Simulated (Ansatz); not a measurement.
# CsZnH3 in P4/mbm, a phase reached by a soft mode: a soft mode frozen in, part 3 of 3

Wanted: the energy along a soft mode of CsZnH3 in P4/mbm, a phase reached by a soft mode and the structure at the end.

Ansatz 0.2.0; DFT r2SCAN, scalar-relativistic, plane waves, PAW; PAW set soft_1.

So far. Step 5 (Energy along the mode, all amplitudes (two of the runs …): The lowest of the steps tried is at 0.32 Å, 9.87 meV/atom below the parent; the bottom of the well need not coincide with a step. Step 7 (The new phase in its own primitive cell): The largest force component left is 0.52 meV/Å and the pressure is 0.000 GPa, within the tolerances set. The cell now holds 18.67 Å³/atom.

The structure was built from a prototype and need not be the compound's stable phase.

## 8. Modes of the new phase

A relaxed structure may still be a saddle point, so its zone-centre modes are computed. The response to a homogeneous field gives the Born charges and the dielectric tensor.

Input file input.yaml:

```yaml
crystal:
  lattice:
    - [5.927903034, 0.0, 0.0]
    - [0.0, 5.927903034, 0.0]
    - [0.0, 0.0, 5.3127044245]
  atoms:
    - { symbol: Cs, position: [0.5, 0.5, 0.0294963537] }
    - { symbol: Cs, position: [0.0, 0.0, 0.0294963537] }
    - { symbol: Zn, position: [0.0, 0.5, 0.5638645355] }
    - { symbol: Zn, position: [0.5, 0.0, 0.5638645355] }
    - { symbol: H, position: [0.1737101989, 0.3262898011, 0.4413613099] }
    - { symbol: H, position: [0.8262898011, 0.6737101989, 0.4413613099] }
    - { symbol: H, position: [0.3262898011, 0.8262898011, 0.4413613099] }
    - { symbol: H, position: [0.6737101989, 0.1737101989, 0.4413613099] }
    - { symbol: H, position: [0.0, 0.5, 0.8679630063] }
    - { symbol: H, position: [0.5, 0.0, 0.8679630063] }
kpoints:
  mp_grid: { grid: [4, 4, 4] }
hamiltonian:
  xc: r2scan
  pseudopotentials: { kind: paw, azcp: { folder: soft_1 } }
scf:
  occupations: { method: fixed }
output:
  eigenvalues: true
phonons:
  method: dfpt
  dielectric: true
  rigid_motions: translations
```

On the command line:

```sh
$ ansatz run input.yaml --threads 4 --pin off --max-ram 16384MiB --backend cpu --events-out ev --progress --plain --runs-dir out
```

Numbers of over 12 decimals in the logs are rounded to 6 here.

Output:

```text
[...]
Crystal: 10 atoms, lattice volume = 186.689 Å³
Basis set: ecut = 500 eV, 4711 PW (Γ), exchange–correlation on 288×288×240 points (216 copies of the dense FFT grid, shifted against one another)
Bands: 34, of which v1, the nominal top of the filled ones, is band 24 counted from 1 (23 counted from 0)
Symmetry: 8 space group operations
k-points: 36 of 64 (irreducible under 1 space group operation, time reversal used)
[...]
SCF iter   1: F=—  HF=-18124.358311 eV  |F-HF|=—  |Δ(HF+E_count)|=         —  Δρ=9.53e-2  dr2=1.37e1  dr2_τ=5.38e-2  ethr=3.10e-3  ⟨swp⟩=5.0  Hψ=4979  notcnv=0  defer=269
[...]
SCF iter  12: F=-18120.916857 eV  HF=-18120.916857 eV  |F-HF|=2.91e-11  |Δ(HF+E_count)|=  3.64e-11  Δρ=8.17e-8  dr2=9.62e-12  dr2_τ=1.33e-13  ethr=1.00e-12  ⟨swp⟩=17.2  Hψ=9282  notcnv=0
SCF 1 converged in 12 iterations: F = -18120.916857 eV  dr2 = 9.62e-12
[...]
DFPT response loops at Γ: preconditioner auto → none (the input reference at scf.mixing.eps_inf says where Resta's filter doesn't serve); β = 0.50; Broyden in place of MSR1
[...]
Bands: 25, of which v1, the nominal top of the filled ones, is band 24 counted from 1 (23 counted from 0)
k-points: 6 of 64 (time reversal used)
[...]
Eigensolver: Dense (6 Hₖ)
SCF iter   1: F=—  HF=-18120.837952 eV  |F-HF|=—  |Δ(HF+E_count)|=         —  Δρ=3.42e-4  dr2=5.48e-5  dr2_τ=1.98e-5  ethr=1.00e-1
[...]
SCF iter   5: F=-18120.838055 eV  HF=-18120.838055 eV  |F-HF|=9.39e-9  |Δ(HF+E_count)|=   2.64e-7  Δρ=2.93e-6  dr2=8.15e-9  dr2_τ=8.22e-10  ethr=5.95e-10
SCF 1 converged in 5 iterations: F = -18120.838055 eV  dr2 = 8.15e-9
[...]
SCF converged after 12 iterations
Free energy (F): -18120.916857 eV
[...]
Internal energy: -18120.916857 eV  (E = F + TS)
E sigma→0 (E₀):  -18120.916857 eV
Fermi energy:    2.420685 eV
[...]
--- Band table (eV; the first three rows and the last of 36) ---
  k-point 0: bands = [... 20 lower, 1.3748, 1.3748, 1.8287, 2.4207, 6.8005, 6.8118, 7.5399, 7.6791, ... 6 higher]
  k-point 1: bands = [... 20 lower, 1.1893, 1.1893, 1.3104, 1.9361, 6.7229, 7.4461, 7.4461, 7.4472, ... 6 higher]
  k-point 2: bands = [... 20 lower, 0.7440, 1.0159, 1.0159, 1.4538, 6.9469, 7.2061, 7.2061, 8.0233, ... 6 higher]
  k-point 35: bands = [... 20 lower, 1.2966, 1.2966, 1.8657, 1.8657, 6.8768, 6.8768, 8.4046, 8.4046, ... 6 higher]
[...]
ASR residual: 1.133e-4 → 0.000e0 eV/Å²; symmetrization residual: 1.495e-6 eV/Å²
[...]
ε∞ (high-frequency dielectric tensor):
        3.254942     0.000000    -0.000000
        0.000000     3.254942     0.000000
       -0.000000     0.000000     3.171861
[...]
Born effective charges Z* (e; rows j = field, columns β = displacement):
    site 0:
         1.17475    0.03169    0.00000
        -0.03169    1.17475   -0.00000
         0.00000   -0.00000    1.26077
    site 1:
         1.17475   -0.03169   -0.00000
         0.03169    1.17475   -0.00000
         0.00000    0.00000    1.26077
    site 2:
         1.16587   -0.04044    0.00000
        -0.04044    1.16587   -0.00000
         0.00000   -0.00000    1.00812
    site 3:
         1.16587    0.04044    0.00000
         0.04044    1.16587    0.00000
         0.00000    0.00000    1.00812
    site 4:
        -0.84343    0.21674    0.05559
         0.21674   -0.84343   -0.05559
         0.08824   -0.08824   -0.64860
    site 5:
        -0.84343    0.21674   -0.05559
         0.21674   -0.84343    0.05559
        -0.08824    0.08824   -0.64860
    site 6:
        -0.84343   -0.21674   -0.05559
        -0.21674   -0.84343   -0.05559
        -0.08824   -0.08824   -0.64860
    site 7:
        -0.84343   -0.21674    0.05559
        -0.21674   -0.84343    0.05559
         0.08824    0.08824   -0.64860
    site 8:
        -0.65376    0.03225   -0.00000
         0.03225   -0.65376   -0.00000
        -0.00000   -0.00000   -0.97169
    site 9:
        -0.65376   -0.03225   -0.00000
        -0.03225   -0.65376   -0.00000
        -0.00000   -0.00000   -0.97169
  Z* charge neutrality: 9.023e-3 e pre-enforcement
[...]
optical modes at Γ without the LO–TO term, one row a degenerate level:
      ω (cm⁻¹)  modes    IR ((D/Å)²/amu)
        -91.25      2             6.9506
         42.80      1             0.0000
         45.27      2             0.3686
         81.72      2             0.9381
         86.40      1             0.0000
         89.92      1             1.4848
        253.51      2             6.4724
[...]
optical modes at Γ + LO–TO along q̂ = [1.0000, 0.0000, 0.0000]:
      ω (cm⁻¹)  modes    IR ((D/Å)²/amu)
[...]
optical modes at Γ + LO–TO along q̂ = [0.0000, 1.0000, 0.0000]:
      ω (cm⁻¹)  modes    IR ((D/Å)²/amu)
[...]
optical modes at Γ + LO–TO along q̂ = [0.0000, 0.0000, 1.0000]:
      ω (cm⁻¹)  modes    IR ((D/Å)²/amu)
[...]
391.11      1             0.0000
        473.34      2             1.2877
        555.34      1             0.0000
        600.85      1             0.0000
        656.68      2            98.5485
        662.46      1            29.9870
        737.27      2             0.1212
       1558.21      1             0.0000
       1603.95      1            52.3088
       1617.94      2            66.8385
       1646.32      1             1.4563
       1684.73      1             0.0000
```

It took 6.3 min on 4 threads of Arm Neoverse V1, shared host; peak memory 5.5 GiB.

Numbers from this step:

- sum-rule residual before enforcement: 1.13e-4 eV/Å²
- miss of the charge sum rule: 0.009023 e
- estimated error of the dielectric tensor: 0.01017
- estimated error of the Born charges: 0.01609 e
- point group: 4mm
- highest optical mode at the zone centre (no LO-TO term): 1685 cm⁻¹
- lowest optical zone-centre mode: -91.25 cm⁻¹
- mean high-frequency dielectric constant: 3.227
- largest Born charge (third of the trace): 1.203 e
- top of the zone-centre spectrum with the field: 1685 cm⁻¹

Patterns of degenerate modes are one choice out of their space. Modes at Γ, with each element's share of the kinetic energy (negative means imaginary):

```
mode  frequency (cm⁻¹)  symmetry  Cs %  Zn %  H %
   1             -91.2         E     1    79   20
   2             -91.2         E     1    79   20
   3               0.0  acoustic    66    32    2
   4               0.0  acoustic    66    32    2
   5               0.0  acoustic    66    32    2
   6              42.8        A2   100     0    0
   7              45.3         E    92     5    3
   8              45.3         E    92     5    3
   9              81.7         E    37    61    2
  10              81.7         E    37    61    2
  11              86.4        B2     0    96    4
  12              89.9        A1    34    63    3
  13             253.5         E     4    16   80
  14             253.5         E     4    16   80
  15             391.1        B1     0     0  100
  16             473.3         E     0     0   99
  17             473.3         E     0     0   99
  18             555.3        B2     0     3   97
  19             567.2        A1     0     3   97
  20             600.9        A2     0     0  100
  21             656.7         E     0     2   98
  22             656.7         E     0     2   98
  23             737.3         E     0     2   98
  24             737.3         E     0     2   98
  25            1546.4        A1     0     1   99
  26            1558.2        B2     0     1   99
  27            1617.9         E     0     2   98
  28            1617.9         E     0     2   98
  29            1645.7        A1     0     0  100
  30            1684.7        B2     0     0  100
```

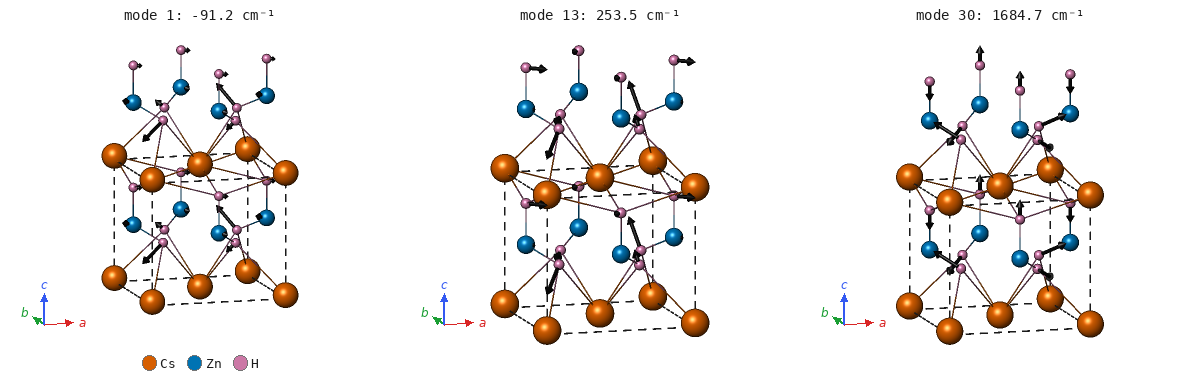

Displacement patterns of modes 1, 13 and 30 at Γ; arrows are exaggerated. 1×1×2 cells are drawn. Some periodic images of atoms are drawn too.

Optical modes at the zone centre, without and with the macroscopic field of the longitudinal modes; each column is sorted by frequency, so a row need not hold one and the same mode. Modes with and without the field, by row:

```
rank among optical modes  no field (cm⁻¹)  q along (1, 0, 0) (cm⁻¹)  q along (0, 0, 1) (cm⁻¹)
                       1            -91.2                     -91.2                     -91.2
                       2            -91.2                     -46.1                     -91.2
                       3             42.8                      42.8                      42.8
                       4             45.3                      45.3                      45.3
                       5             45.3                      52.2                      45.3
                       6             81.7                      81.7                      81.7
                       7             81.7                      86.4                      81.7
                       8             86.4                      89.9                      86.4
                       9             89.9                      92.8                     108.2
                      10            253.5                     253.5                     253.5
                      11            253.5                     269.5                     253.5
                      12            391.1                     391.1                     391.1
                      13            473.3                     473.3                     473.3
                      14            473.3                     474.7                     473.3
                      15            555.3                     555.3                     555.3
                      16            567.2                     567.2                     600.9
                      17            600.9                     600.9                     656.7
                      18            656.7                     656.7                     656.7
                      19            656.7                       737                     662.5
                      20            737.3                     737.3                     737.3
                      21            737.3                     776.9                     737.3
                      22             1546                      1546                      1558
                      23             1558                      1558                      1604
                      24             1618                      1618                      1618
                      25             1618                      1646                      1618
                      26             1646                      1657                      1646
                      27             1685                      1685                      1685
```

Born charge (rows field, columns displacement) (e), principal values of the symmetric part by kind of site:

```
atom  atoms with these values    low  middle   high   mean
 Cs1                        2   1.17    1.17   1.26   1.20
 Zn3                        2   1.01    1.13   1.21   1.11
  H5                        4  -1.08   -0.63  -0.62  -0.78
  H9                        2  -0.97   -0.69  -0.62  -0.76
```

In full for H9:

```
-0.65  0.03  0.00
 0.03 -0.65  0.00
 0.00  0.00 -0.97
```

High-frequency dielectric tensor:

```
3.25 0.00 0.00
0.00 3.25 0.00
0.00 0.00 3.17
```

Transverse modes; imaginary modes are left out. Lines of the infrared spectrum (strongest = 100):

```
position (cm⁻¹)  label  relative intensity
             43     A2                 0.0
             45      E                 0.4
             82      E                 1.0
             86     B2                 0.0
             90     A1                 1.5
            254      E                 6.6
            391     B1                 0.0
            473      E                 1.3
            555     B2                 0.0
            567     A1                  36
            601     A2                 0.0
            657      E                 100
            737      E                 0.1
           1546     A1                  48
           1558     B2                 0.0
           1618      E                  68
           1646     A1                 0.2
           1685     B2                 0.0
```

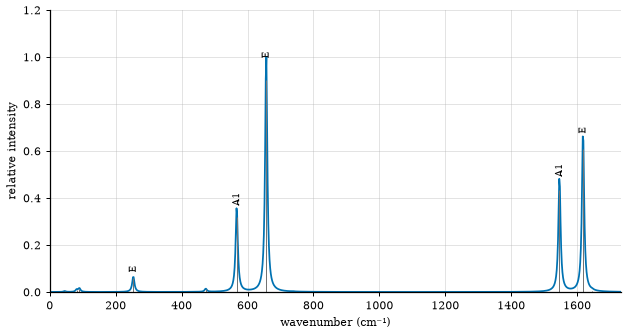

The infrared spectrum, broadened with Lorentzians of width 8 cm⁻¹; bars mark the lines.

Before it was imposed, the acoustic sum rule was missed by 1.1e-4 eV/Å² and the charge sum rule by 0.0090 e. Small misses are needed for a sound result but don't prove that mesh and cutoff are converged. The lowest optical mode is imaginary, 91.2i cm⁻¹, so the energy falls along it.

## 9. The phases reached

The phases reached along the modes that were followed are set side by side.

Energies are those of the first relaxation, on the mesh of the frozen mode; space group, volume and gap are those of the last relaxation. Phases, by row:

```
          mode frozen in  space group  energy from parent (meV/atom)  volume (Å³/atom)  gap on mesh (eV)  lowest zone-centre optical mode (cm⁻¹)  largest shift (Å)
                  parent       P4/mbm                              0             15.78             1.399                                       –                  –
q = (0, 0, 0), 520i cm⁻¹         P4bm                         -95.31             18.67              3.87                                   -91.2              0.536
```

## 10. Summary of results

```yaml
unstable_mode_of_the_parent: q = (0, 0, 0), 520i cm⁻¹
depth_at_the_lowest_point_sampled: 9.87 meV/atom
largest_atomic_shift_at_that_point: 0.32 Å
space_group_reached_within_0p01_a: P4bm
energy_gained_over_the_parent_first_relaxation_on_the_mesh_of_the_frozen_mode: 95.3 meV/atom
volume_per_atom_phase_reached: 18.7 Å³
gap_on_the_k_mesh_phase_reached: 3.87 eV
lowest_optical_zone_centre_mode_phase_reached: -91.2 cm⁻¹
highest_optical_mode_at_the_zone_centre_no_lo_to_term_phase_reached: 1685 cm⁻¹
```

Along this mode the structure falls into P4bm, 95.3 meV/atom below the parent. At the parent's cell the well is 9.87 meV/atom deep on the steps tried, with its lowest point at a shift of 0.32 Å. Relaxing atoms and cell changes the gain by +85.44 meV/atom against the lowest step (energies at zero smearing). Most of the total comes from this relaxation. The new phase still has an imaginary mode at the zone centre of its cell, so it is a saddle point on the way to a lower structure. Each path keeps the symmetry of its pattern, so a lower phase may lie along a pattern not tried. With the field response the log warns that the k mesh is coarse for the force constants too, so the frequencies may not be converged. Spin-orbit coupling is left out, which can matter for the heavy elements here. The starting cell was built on a prototype and not taken from a measurement, so the phase need not exist.

[Logs are printed without paths, hosts, clocks, repeated set-up lines and the standing remarks that a program may print on its own settings, such as how far it seeks lower states.]

[Hosts, paths, dates, database ids (printed as entryN), source tags and the programs' standing remarks are cut or masked in the printed files.]
